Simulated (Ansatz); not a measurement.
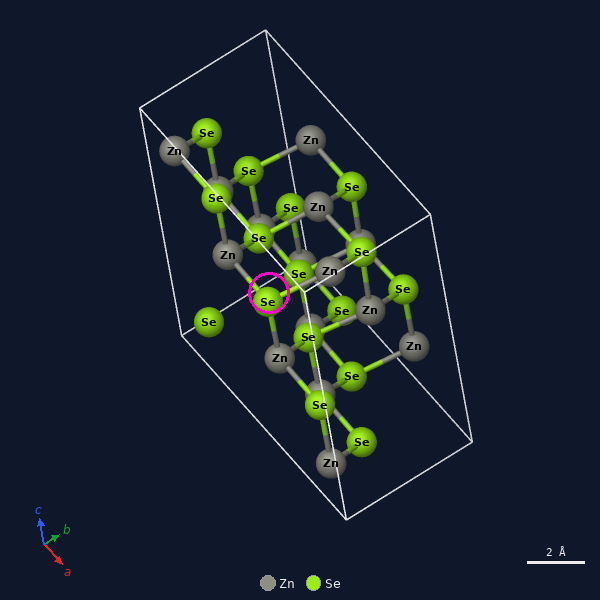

Ball-and-stick model, viewed slightly off an axis. Lines trace the edges of the supercell. The host is ZnSe, in a cell of 32 sites, and the cell carries a charge of -1. A ring marks the defect's site.

Name the defect and give its surroundings.

A zinc vacancy. Around the empty site lie four Se at about 2.4 Å.

Electronic-structure method: DFT PBE, scalar-relativistic, plane waves, PAW in Ansatz. Parameters: a basis cut at 420 eV, a 2×2×2 grid in reciprocal space, Gaussian smearing of 0.01 eV, collinear spins.

Does the defective cell carry a moment?

Yes, 1.0 μB in the cell.

The atoms were relaxed in the host's cell with DFT PBE, scalar-relativistic, plane waves, PAW (Ansatz 0.2.0).
